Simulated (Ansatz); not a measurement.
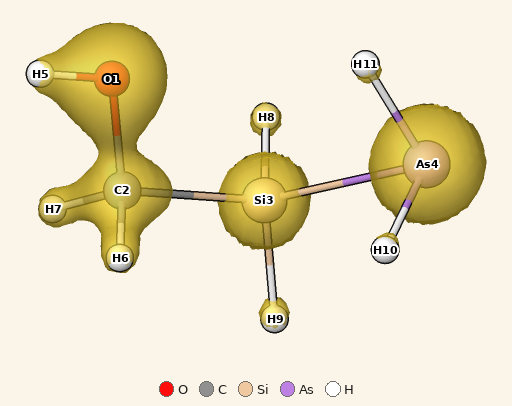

The picture shows: CH7AsOSi (SMILES OC[SiH2][AsH2]). Isosurface of the electron density at 1.5 e/Å³ (yellow), seen at an oblique angle.

Geometry: PBE0-D4/def2-TZVP.

All numbers below come from RKS PBE0-D4/def2-TZVPP in Ansatz 0.2.0.

The calculation's input:

```
crystal:
  periodic: [false, false, false]
  atoms:
    - {symbol: O, position_ang: [-1.065470, 0.998232, -0.983949]}
    - {symbol: C, position_ang: [-0.266035, 1.105198, 0.180673]}
    - {symbol: Si, position_ang: [-0.044912, -0.618937, 0.925795]}
    - {symbol: As, position_ang: [0.956335, -2.172575, -0.542863]}
    - {symbol: H, position_ang: [-1.174197, 1.871983, -1.366685]}
    - {symbol: H, position_ang: [0.726312, 1.524169, -0.038751]}
    - {symbol: H, position_ang: [-0.732196, 1.753262, 0.937727]}
    - {symbol: H, position_ang: [-1.365790, -1.160142, 1.343172]}
    - {symbol: H, position_ang: [0.818517, -0.485651, 2.132307]}
    - {symbol: H, position_ang: [2.093973, -1.209444, -0.860206]}
    - {symbol: H, position_ang: [0.118865, -1.663197, -1.706619]}
basis:
  gaussian: {orbitals: def2-TZVPP}
hamiltonian: {xc: pbe0, dispersion: d4}
output: {orbitals: {seedname: orbitals}}
```

Command:

```sh
ansatz run in.yaml --threads 4 --pin off --events-out ev --progress --plain --max-ram 10444MiB
```

Which contacts does the surface bridge?

At this value the surface falls into seven separate pieces. It bridges the sampled C–O (1.42 Å) and O–H (0.96 Å) contacts, where the density stays above the isovalue. It is pinched off along the sampled C–Si (1.89 Å) and Si–As (2.36 Å) contacts. On the grid the lowest density along these lines, outside the cores, is 1.8 e/Å³ (C–O, 1.42 Å), 0.82 e/Å³ (C–Si, 1.89 Å), 0.61 e/Å³ (Si–As, 2.36 Å) and 2.5 e/Å³ (O–H, 0.96 Å).
